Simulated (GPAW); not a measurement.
# OH/Ag(100): work function by functional and basis, part 2 of 3

Aim: the work function of both faces of OH/Ag(100), and its spread over functionals and bases.

GPAW 26.7.0; GPAW, PAW setups; slab in vacuum, relaxation (the session's first sound run).

So far, upper work function (eV): step 2 (relaxing the atoms) 4.18; step 3 (plane waves, PBE) 4.18.

## 4. Self-consistent run: xc = "revPBE"

The same geometry under revPBE, to see how far the functional moves the levels against the vacuum.

File run.py:

```python
import json
import numpy as np
from ase import Atoms
from gpaw import GPAW, PW

slab = Atoms(
    ['Ag', 'Ag', 'Ag', 'Ag', 'O', 'H'],
    positions=[
        [1.44603, 1.44603, 7.00000],
        [0.00000, 0.00000, 9.04500],
        [1.44603, 1.44603, 11.09000],
        [0.00000, 0.00000, 13.16558],
        [-0.00000, 0.00000, 15.23984],
        [0.00000, 0.00000, 16.21058]],
    cell=[[2.89207, 0.0, 0.0], [0.0, 2.89207, 0.0], [0.0, 0.0, 23.225]],
    pbc=[True, True, False])

slab.calc = GPAW(mode=PW(500), xc='revPBE', kpts={'size': (11, 11, 1), 'gamma': True},
                 occupations={'name': 'fermi-dirac', 'width': 0.1}, nbands='160%',
                 convergence={'density': 1e-05}, maxiter=200,
                 poissonsolver={'dipolelayer': 'xy'},
                 symmetry={'tolerance': 1e-3}, txt='slab.txt')
result = {}
energy = slab.get_potential_energy()
fermi = slab.calc.get_fermi_level()
v = slab.calc.get_electrostatic_potential().mean((0, 1)) - fermi
n = slab.calc.get_pseudo_density().mean((0, 1))
L = slab.cell[2, 2]
z = np.arange(len(v)) * L / len(v)
low, high = slab.positions[:, 2].min(), slab.positions[:, 2].max()
below, above = np.interp([low - 4.8, high + 4.8], z, v)
slopes = [np.interp(x, z, np.gradient(v, z)) for x in (low - 4.8, high + 4.8)]
eps = np.array([[slab.calc.get_eigenvalues(k, s) for k in range(len(slab.calc.get_ibz_k_points()))]
                for s in range(slab.calc.get_number_of_spins())]) - fermi
top, bottom = eps[eps < 0].max(), eps[eps > 0].min()
dipole = slab.get_dipole_moment()[2]
print(f'energy {energy:.4f} eV, Fermi level {fermi:.4f} eV, dipole {dipole:.5f} e A')
print(f'potential 4.8 A off the faces, from the Fermi level: lower {below:.4f} eV, upper {above:.4f} eV')
print(f'slope of the potential there: lower {slopes[0]:.5f}, upper {slopes[1]:.5f} eV/A')
print(f'nearest levels on the mesh: {top:.4f} and {bottom:.4f} eV')
print('magnetic moment', round(slab.get_magnetic_moment(), 3))
result.update(energy=energy, fermi=fermi, dipole=dipole, below=below, above=above, slopes=slopes, edges=[top, bottom],
              z=z.tolist(), v=v.tolist(), n=n.tolist(), positions=slab.positions.tolist(),
              forces=slab.get_forces(apply_constraint=False).tolist(), moments=slab.get_magnetic_moments().tolist())
json.dump(result, open('result.json', 'w'))
```

Command:

```console
OMP_NUM_THREADS=1 OPENBLAS_NUM_THREADS=1 python run.py
```

The log of the run:

```text
energy -17.2096 eV, Fermi level 0.4741 eV, dipole 0.00033 e A
potential 4.8 A off the faces, from the Fermi level: lower 4.1096 eV, upper 4.0923 eV
slope of the potential there: lower -0.00137, upper 0.00029 eV/A
nearest levels on the mesh: -0.0256 and 0.0140 eV
magnetic moment 0.0
```

Wall time 5 min (1 thread of Arm Neoverse V1, shared host); peak memory 0.31 GiB.

Numbers from this step:

| Property | Result |
| --- | --- |
| dipole along the normal | 3.29e-4 e·Å |
| levels nearest the Fermi level on the mesh | -0.02559, 0.01398 eV from the Fermi level |
| upper work function | 4.092 eV |
| lower work function | 4.110 eV |

The electrostatic potential energy of an electron (without an applied field's), less the Fermi level, planar mean oscillates, so the rows of the table below give means over windows of 2 Å about each position, cut where the curve ends. Its maxima inside the range that stand out by 2 % of the span (Å: eV): 8.0: -0.895, 10.1: -0.932, 12.1: -0.403, 14.5: 4.56, 15.9: 3.73. Its minima: 7.0: -17.4, 9.0: -17.6, 11.1: -17.4, 13.2: -17.2, 15.3: -4.68, 16.3: 2.29.

The electrostatic potential energy of an electron (without an applied field's), less the Fermi level, planar mean by z; means over each step:

| z (Å) | electrostatic potential energy of an electron (without an applied field's), less the Fermi level, planar mean (eV) |
| --- | --- |
| 0 | 4.11 |
| 2 | 4.11 |
| 4 | 4.06 |
| 6 | -2.42 |
| 8 | -8.08 |
| 10 | -8.14 |
| 12 | -7.57 |
| 14 | -3.67 |
| 16 | 1.44 |
| 18 | 4.06 |
| 20 | 4.09 |
| 22 | 4.09 |

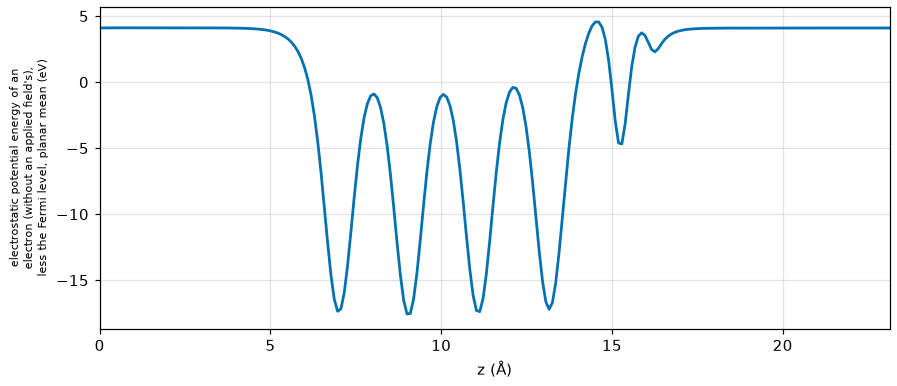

Electrostatic potential energy of an electron (without an applied field's), less the Fermi level, planar mean, plotted against z.

The pseudo valence density, planar mean oscillates, so the rows of the table below give means over windows of 2.13 Å about each position, cut where the curve ends. Its maxima inside the range that stand out by 2 % of the span (Å: e/Å³): 7.0: 2.23, 9.1: 2.21, 11.0: 2.20, 13.2: 2.24, 15.3: 0.827. Its minima: 7.9: 0.277, 10.1: 0.266, 12.2: 0.261, 14.3: 0.131.

Pseudo valence density, planar mean against z; means over each step:

| z (Å) | pseudo valence density, planar mean (e/Å³) |
| --- | --- |
| 1.06 | 0 |
| 3.19 | 2.4e-4 |
| 5.32 | 0.0752 |
| 7.46 | 0.976 |
| 9.58 | 0.988 |
| 11.71 | 0.982 |
| 13.84 | 0.856 |
| 15.97 | 0.332 |
| 18.11 | 0.00147 |
| 20.23 | 3.1e-6 |

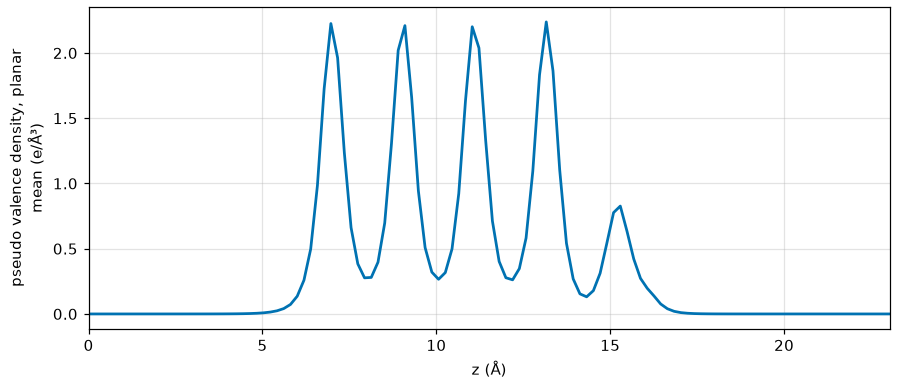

Pseudo valence density, planar mean against z.

Force by atom:

| atom | x (eV/Å) | y (eV/Å) | z (eV/Å) | size |
| --- | --- | --- | --- | --- |
| Ag1 | 0.000 | 0.000 | -0.243 | 0.243 |
| Ag2 | 0.000 | 0.000 | -0.157 | 0.157 |
| Ag3 | 0.000 | 0.000 | 0.258 | 0.258 |
| Ag4 | 0.000 | 0.000 | -0.066 | 0.066 |
| O5 | 0.000 | 0.000 | 0.252 | 0.252 |
| H6 | 0.000 | 0.000 | -0.003 | 0.003 |

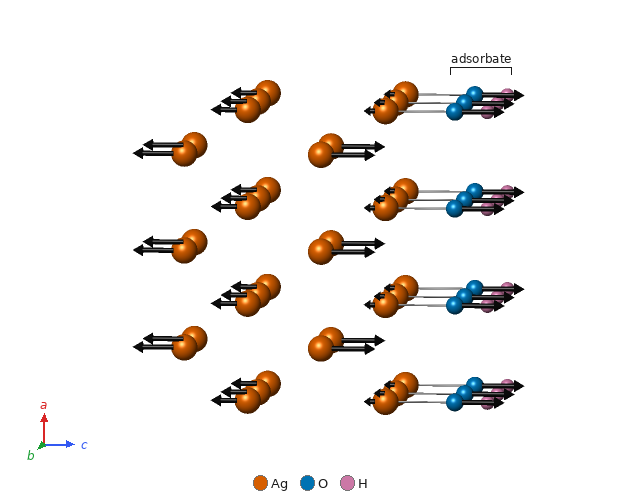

Force as arrows, the longest 0.258 eV/Å. 3×2×1 cells are drawn. Some periodic images of atoms are drawn too.

The upper face's work function is 4.092 eV, against 4.183 eV in the first plane-wave PBE run at this geometry.

## 5. OptPBE vdW: xc = "optPBE-vdW"

The same geometry under optPBE-vdW, to see how far the functional moves the levels against the vacuum (the van der Waals functionals take revPBE setups).

run.py: that of step 4 with these lines changed.

```diff
@@ -17,3 +17,3 @@
 
-slab.calc = GPAW(mode=PW(500), xc='revPBE', kpts={'size': (11, 11, 1), 'gamma': True},
+slab.calc = GPAW(mode=PW(500), xc='optPBE-vdW', kpts={'size': (11, 11, 1), 'gamma': True},
                  occupations={'name': 'fermi-dirac', 'width': 0.1}, nbands='160%',
```

The log of the run:

```text
energy -80.5119 eV, Fermi level 0.2279 eV, dipole -0.00111 e A
potential 4.8 A off the faces, from the Fermi level: lower 4.4659 eV, upper 4.4796 eV
slope of the potential there: lower -0.00163, upper 0.00029 eV/A
nearest levels on the mesh: -0.0265 and 0.0137 eV
magnetic moment 0.0
```

Wall time 4.4 min (1 thread); peak memory 0.45 GiB.

This step gave:

* dipole along the normal: -0.001112 e·Å
* levels nearest the Fermi level on the mesh: -0.02652, 0.01373 eV from the Fermi level
* upper work function: 4.480 eV
* lower work function: 4.466 eV

The upper face's work function is 4.480 eV, against 4.183 eV in the first plane-wave PBE run at this geometry.

## 6. Self-consistent run: xc = "RPBE"

The same geometry under RPBE, to see how far the functional moves the levels against the vacuum.

run.py: that of step 5 with these lines changed.

```diff
@@ -17,3 +17,3 @@
 
-slab.calc = GPAW(mode=PW(500), xc='optPBE-vdW', kpts={'size': (11, 11, 1), 'gamma': True},
+slab.calc = GPAW(mode=PW(500), xc='RPBE', kpts={'size': (11, 11, 1), 'gamma': True},
                  occupations={'name': 'fermi-dirac', 'width': 0.1}, nbands='160%',
```

The log of the run:

```text
energy -16.8429 eV, Fermi level 0.4926 eV, dipole -0.00188 e A
potential 4.8 A off the faces, from the Fermi level: lower 4.0846 eV, upper 4.1152 eV
slope of the potential there: lower -0.00142, upper 0.00029 eV/A
nearest levels on the mesh: -0.0257 and 0.0138 eV
magnetic moment 0.0
```

It took 5.3 min on 1 thread; peak memory 0.31 GiB.

This step gave:

```yaml
dipole_along_the_normal: -0.001879 e·Å
levels_nearest_the_fermi_level_on_the_mesh: -0.02565, 0.01382 eV from the Fermi level
upper_work_function: 4.115 eV
lower_work_function: 4.085 eV
```

The upper face's work function is 4.115 eV, against 4.183 eV in the first plane-wave PBE run at this geometry.

## 7. Self-consistent run: xc = "vdW-DF2"

The same geometry under vdW-DF2, to see how far the functional moves the levels against the vacuum (the van der Waals functionals take revPBE setups).

run.py: that of step 6 with these lines changed.

```diff
@@ -17,3 +17,3 @@
 
-slab.calc = GPAW(mode=PW(500), xc='RPBE', kpts={'size': (11, 11, 1), 'gamma': True},
+slab.calc = GPAW(mode=PW(500), xc='vdW-DF2', kpts={'size': (11, 11, 1), 'gamma': True},
                  occupations={'name': 'fermi-dirac', 'width': 0.1}, nbands='160%',
```

The log of the run:

```text
energy -400.9726 eV, Fermi level 0.1131 eV, dipole -0.00633 e A
potential 4.8 A off the faces, from the Fermi level: lower 4.6903 eV, upper 4.8171 eV
slope of the potential there: lower -0.00169, upper 0.00030 eV/A
nearest levels on the mesh: -0.0273 and 0.0133 eV
magnetic moment 0.0
```

Elapsed: 9.3 min, on 1 thread; peak memory 0.45 GiB.

Numbers from this step:

* dipole along the normal: -0.006325 e·Å
* levels nearest the Fermi level on the mesh: -0.02733, 0.01330 eV from the Fermi level
* upper work function: 4.817 eV
* lower work function: 4.690 eV

The electrostatic potential energy of an electron (without an applied field's), less the Fermi level, planar mean oscillates, so the rows of the table below give means over windows of 1 Å about each position, cut where the curve ends. Its maxima inside the range that stand out by 2 % of the span (Å: eV): 8.0: -1.13, 10.1: -1.18, 12.1: -0.614, 14.6: 4.85, 15.9: 4.25. Its minima: 7.0: -17.4, 9.0: -17.7, 11.1: -17.5, 13.2: -17.2, 15.3: -4.17, 16.3: 2.88.

Electrostatic potential energy of an electron (without an applied field's), less the Fermi level, planar mean against z; means over each step:

| z (Å) | electrostatic potential energy of an electron (without an applied field's), less the Fermi level, planar mean (eV) |
| --- | --- |
| 0 | 4.72 |
| 1 | 4.69 |
| 2 | 4.69 |
| 3 | 4.69 |
| 4 | 4.65 |
| 5 | 4.32 |
| 6 | 0.301 |
| 7 | -13.5 |
| 8 | -3.23 |
| 9 | -13.8 |
| 10 | -3.39 |
| 11 | -13.5 |
| 12 | -3.02 |
| 13 | -12.6 |
| 14 | -0.990 |
| 15 | 0.443 |
| 16 | 3.20 |
| 17 | 4.48 |
| 18 | 4.80 |
| 19 | 4.82 |
| 20 | 4.82 |
| 21 | 4.82 |
| 22 | 4.82 |
| 23 | 4.81 |

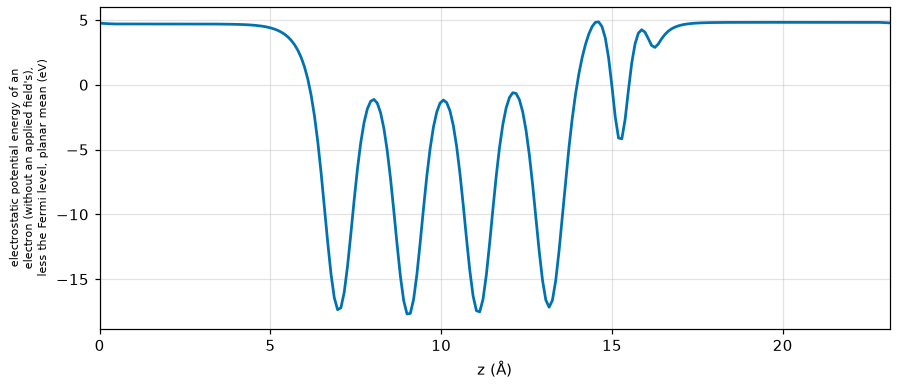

Electrostatic potential energy of an electron (without an applied field's), less the Fermi level, planar mean against z.

The upper face's work function is 4.817 eV, against 4.183 eV in the first plane-wave PBE run at this geometry.

## 8. Self-consistent run: xc = "LDA"

The same geometry under LDA, to see how far the functional moves the levels against the vacuum.

run.py: that of step 7 with these lines changed.

```diff
@@ -17,3 +17,3 @@
 
-slab.calc = GPAW(mode=PW(500), xc='vdW-DF2', kpts={'size': (11, 11, 1), 'gamma': True},
+slab.calc = GPAW(mode=PW(500), xc='LDA', kpts={'size': (11, 11, 1), 'gamma': True},
                  occupations={'name': 'fermi-dirac', 'width': 0.1}, nbands='160%',
```

The log of the run:

```text
energy -23.6708 eV, Fermi level 0.0167 eV, dipole 0.01620 e A
potential 4.8 A off the faces, from the Fermi level: lower 4.7043 eV, upper 4.3434 eV
slope of the potential there: lower -0.00117, upper 0.00030 eV/A
nearest levels on the mesh: -0.0231 and 0.0178 eV
magnetic moment 0.0
```

Elapsed: 3.9 min, on 1 thread; peak memory 0.31 GiB.

Numbers from this step:

* dipole along the normal: 0.01620 e·Å
* levels nearest the Fermi level on the mesh: -0.02310, 0.01781 eV from the Fermi level
* upper work function: 4.343 eV
* lower work function: 4.704 eV

The electrostatic potential energy of an electron (without an applied field's), less the Fermi level, planar mean oscillates, so the rows of the table below give means over windows of 2.5 Å about each position, cut where the curve ends. Its maxima inside the range that stand out by 2 % of the span (Å: eV): 8.0: -0.267, 10.1: -0.316, 12.1: 0.208, 14.5: 5.16, 15.9: 4.04. Its minima: 7.0: -16.9, 9.0: -17.1, 11.1: -17.0, 13.2: -16.7, 15.3: -4.33, 16.3: 2.55.

Table of electrostatic potential energy of an electron (without an applied field's), less the Fermi level, planar mean by z; means over each step:

| z (Å) | electrostatic potential energy of an electron (without an applied field's), less the Fermi level, planar mean (eV) |
| --- | --- |
| 0.0 | 4.68 |
| 2.5 | 4.70 |
| 5.0 | 3.81 |
| 7.5 | -7.48 |
| 10.0 | -9.25 |
| 12.5 | -7.75 |
| 15.0 | 1.63 |
| 17.5 | 4.07 |
| 20.0 | 4.34 |
| 22.5 | 4.35 |

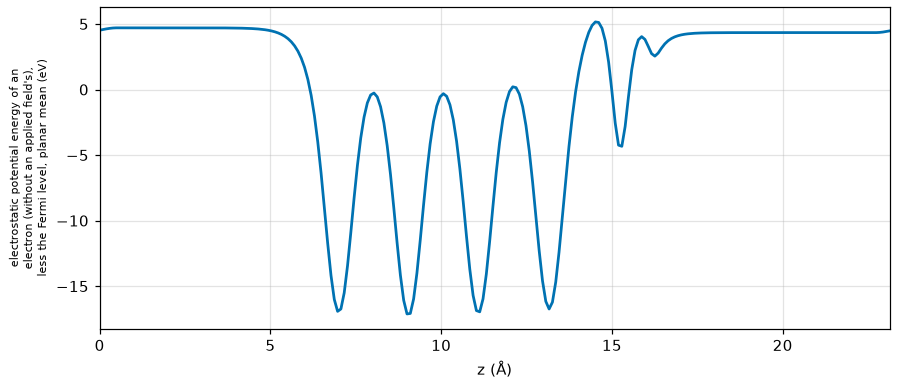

Electrostatic potential energy of an electron (without an applied field's), less the Fermi level, planar mean, plotted against z.

The upper face's work function is 4.343 eV, against 4.183 eV in the first plane-wave PBE run at this geometry.

## 9. Real-space grid: mode = "fd"

A real-space grid is a second complete basis, so it checks the plane-wave result.

run.py: that of step 8 with these lines changed.

```diff
@@ -3,3 +3,3 @@
 from ase import Atoms
-from gpaw import GPAW, PW
+from gpaw import GPAW
 
@@ -17,3 +17,3 @@
 
-slab.calc = GPAW(mode=PW(500), xc='LDA', kpts={'size': (11, 11, 1), 'gamma': True},
+slab.calc = GPAW(mode='fd', h=0.18, xc='PBE', kpts={'size': (11, 11, 1), 'gamma': True},
                  occupations={'name': 'fermi-dirac', 'width': 0.1}, nbands='160%',
```

The log of the run:

```text
energy -19.8142 eV, Fermi level -4.2329 eV, dipole 0.00461 e A
potential 4.8 A off the faces, from the Fermi level: lower 4.2826 eV, upper 4.1830 eV
slope of the potential there: lower -0.00051, upper 0.00001 eV/A
nearest levels on the mesh: -0.0219 and 0.0162 eV
magnetic moment 0.0
```

It took 17 min on 1 thread; peak memory 1.1 GiB.

Numbers from this step:

```
dipole along the normal                    : 0.004614 e·Å
levels nearest the Fermi level on the mesh : -0.02194, 0.01620 eV from the Fermi level
upper work function                        : 4.183 eV
lower work function                        : 4.283 eV
```

The upper face's work function is 4.183 eV, against 4.183 eV in the first plane-wave PBE run at this geometry.

(Part 2 of 3 ends here.)

[Logs are printed without paths, hosts, clocks, repeated set-up lines and the standing remarks that a program may print on its own settings, such as how far it seeks lower states.]

[Hosts, paths, dates, database ids (printed as entryN), source tags and the programs' standing remarks are cut or masked in the printed files.]
